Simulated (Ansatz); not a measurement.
## Exact exchange and the vertical ionisation energy of [NH3]+

[NH3]+ has 4 atoms, charge +1, and is taken as a doublet. SMILES: `[NH3+]`. The coordinates come from a GFN2-xTB relaxation.

The vertical ionisation energy (to the singlet dication) y, in eV, basis 6-31G(d); a is the functional's share of exact exchange. Programs: Ansatz 0.2.0.

```
functional  program     a  y (eV)
      UPBE   Ansatz     0   23.96
  U-r2SCAN   Ansatz     0   24.11
    UB3LYP   Ansatz   0.2   23.86
 U-r2SCAN0   Ansatz  0.25       ?
     UPBE0   Ansatz  0.25   23.92
    UBHLYP   Ansatz   0.5   23.65
```

**Question.** Fit y = c + s·a to the known rows and predict U-r2SCAN0.

**Answer.** 
1. Means of the 5 rows: a = 0.1900, y = 23.900.
2. Σ(Δa)² = 0.172, Σ(Δa·Δy) = -0.128, so the slope is -0.128/0.172 = -0.74419.
3. Intercept: 23.900 − (-0.74419) × 0.1900 = 24.041. The largest residual of the fit is 0.081.
4. U-r2SCAN0: 24.041 + (-0.74419) × 0.25 = 23.85 eV.

The run gave 24.06 eV, so the prediction is off by -0.21 eV, more than the largest residual. The rows mix families of semi-local functionals, which the line can't see.

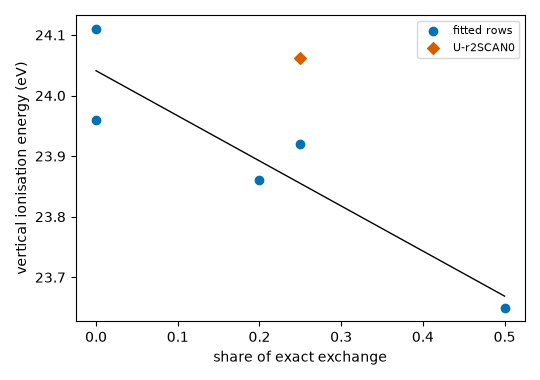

The fitted line, with the withheld row.
